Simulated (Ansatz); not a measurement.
## Electronic structure of C₂H₆InN in real space

```xyz
10

C     0.7137    1.3035    0.9062
C     0.9639   -0.0091    0.6812
N     0.2469   -0.8906   -0.1166
In   -1.4778   -0.6424   -1.2511
H    -0.1380    1.8279    0.4434
H     1.3716    1.8790    1.5709
H     1.8411   -0.4642    1.1817
H     0.6527   -1.8290   -0.1335
H    -2.2234    0.9108   -1.2474
H    -1.8677   -2.1371   -2.0320
```

Core potentials replace the inner electrons of In.

Level of theory: RKS PBE-D4/def2-SVP in Ansatz 0.2.0.

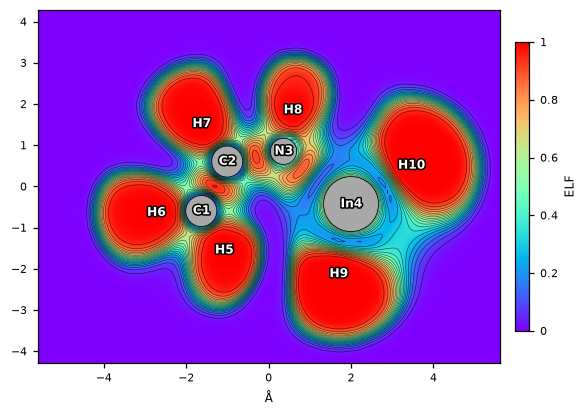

Figure 1. ELF on the molecular plane. Grey discs cover the atomic cores.

Interpret the plot.

The plane passes through C, N, In and H nuclei. C–C (1.36 Å): the ELF peaks at about 0.95 between the atoms, as expected for a covalent bond. C–N (1.39 Å): the ELF peaks at about 0.90 between the atoms, as expected for a covalent bond. In–N (2.08 Å): the ELF peaks at about 0.90 in the valence shell of N, 0.6 Å from its nucleus, and drops to about 0.15 between the two atoms. N–H (1.02 Å): the ELF climbs to about 1 towards the hydrogen, as it does in any bond to H; an ordinary covalent bond to hydrogen. C–H (1.10 Å): the ELF climbs to about 1 towards the hydrogen; an ordinary covalent bond to hydrogen.

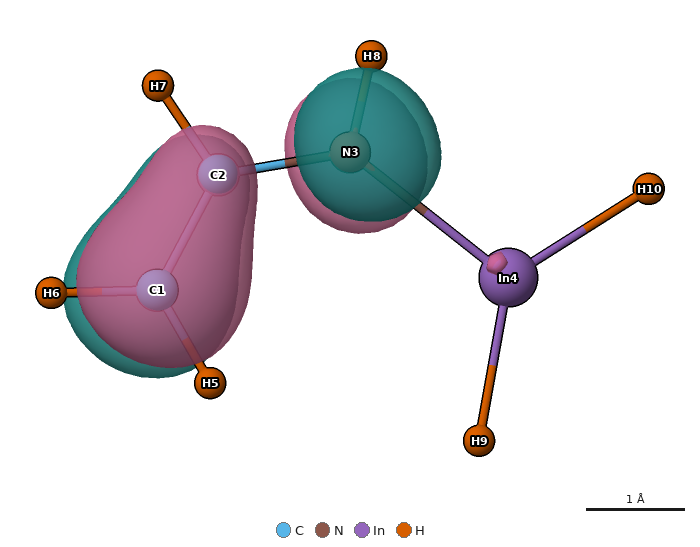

Figure 2. The HOMO at ±0.15 Å⁻³ᐟ² (teal and pink are the two phases), seen across its widest extent.

Where does this orbital lie, and at what energy?

By Hirshfeld shares it lies mainly on C1 (about 35 %), N3 (about 30 %), C2 (about 15 %) and In4 (about 10 %); it changes sign across the molecular plane (π type); π-bonding across C1–C2 and N3–In4; π-antibonding (a node) across C2–N3. Its energy is −4.50 eV.

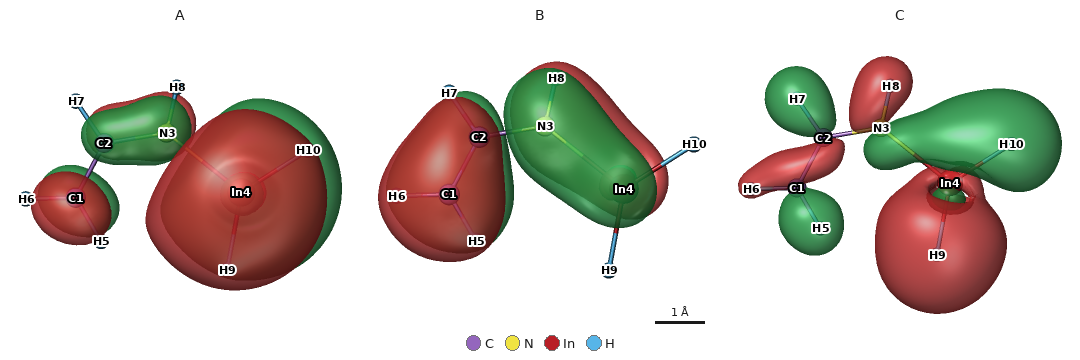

Figure 3. Three frontier orbitals at ±0.06 Å⁻³ᐟ² (green and red are the two phases), in no order.

Order the three orbitals by energy and name them.

C is the HOMO−1 (−7.31 eV). It lies mainly on H9 (about 35 %), In4 (about 35 %), H10 (about 15 %) and N3 (about 5 %); it is symmetric in the molecular plane (an in-plane orbital: σ, lone-pair or in-plane π type). B is the HOMO (−4.50 eV). Its weight (Hirshfeld) is mainly on C1 (about 35 %), N3 (about 30 %), C2 (about 15 %) and In4 (about 10 %); it changes sign across the molecular plane (π type); π-bonding across C1–C2 and N3–In4; π-antibonding (a node) across C2–N3. A is the LUMO (−2.22 eV). Its weight (Hirshfeld) is mainly on In4 (about 75 %) and N3 (about 5 %); it changes sign across the molecular plane (π type).

What is the HOMO–LUMO gap?

2.28 eV between the orbital energies.
